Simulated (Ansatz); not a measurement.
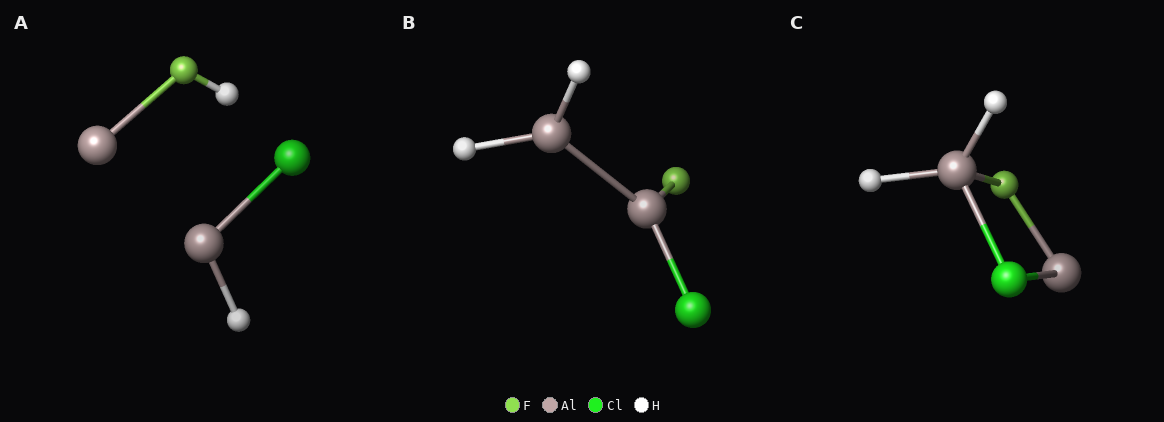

3 stationary structures of one formula. Geometries: PBE0-D4/def2-TZVP. Electronic energies: RHF-CCSD(T) (frozen core)/def2-TZVPP (Ansatz 0.2.0), without zero-point energy. No frequency run is at hand to confirm each as a minimum.

**Which structure is the most stable?**

C is lowest (Cs); B lies 13.2 kcal/mol above it (Cs), A lies 74.2 kcal/mol above it (Cs).
